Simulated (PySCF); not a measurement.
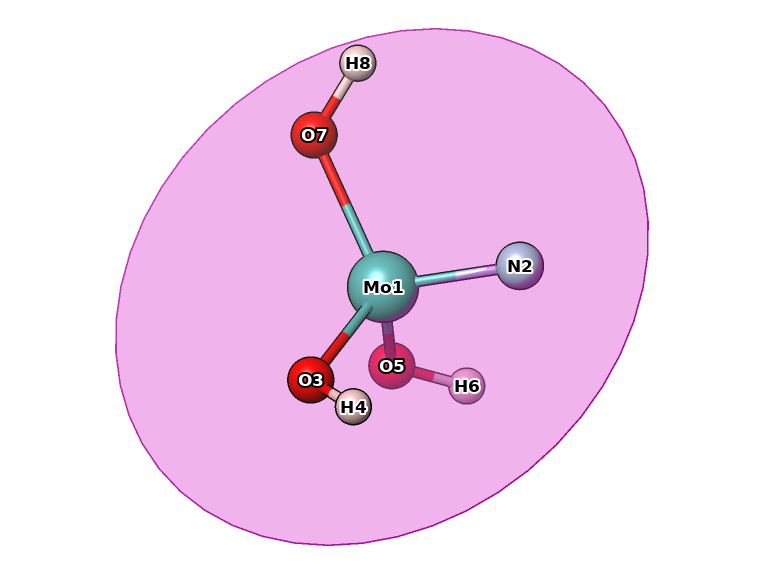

A disc through the centre of mass is drawn in. Distant atoms are faded towards the background colour. The species is neutral and a spin singlet. The geometry was computed by an optimisation with PBE0-D3(BJ)/def2-SVP. No frequency run is at hand to confirm it as a minimum.

**Is the plane of the disc a mirror plane of the structure?**

No. The point group is C3v, with 1 C3 axis and 3 mirror planes, and this plane isn't one of its mirror planes.
